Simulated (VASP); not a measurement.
Band structure of Be (hcp). Computed with TPSS meta-GGA, VASP's PBE PAW potentials (set 64) (plane waves; VASP 6.6.1).

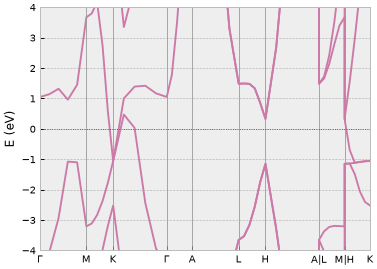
*Bands along high-symmetry lines, zero at the valence-band maximum or, without a gap, the Fermi level*

### Question
Read the plot: is there a gap, and where are the band edges?

### Answer
It has no gap at this level: it comes out as a metal or semimetal.

The compound is Be in the hcp structure. It was relaxed first.
